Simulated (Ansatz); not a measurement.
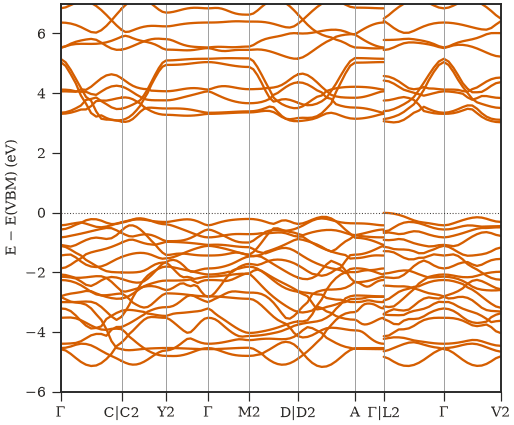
Fig. 1. Band structure from plane-wave PAW r²SCAN (Ansatz code)

The gap is 3.00 eV; an edge lies off the plotted path or next to a special point (maximum off the standard path, minimum off the standard path).

The material is MgV₂O₆ in space group C2/m (No. 12; Pearson symbol mS18).

The first step of the workflow began from a Materials Project structure, measured or hypothetical; the Crystallography Open Database files this formula in space group No. 12, but the cells were not matched. Whether it is the stable phase at ambient conditions was not checked. The cell was relaxed with r²SCAN under the symmetry of its start; whether a distortion lowers the energy is not shown. No spin polarisation was allowed. No Hubbard U is applied.

Potentials: the later of the program's two PAW sets.
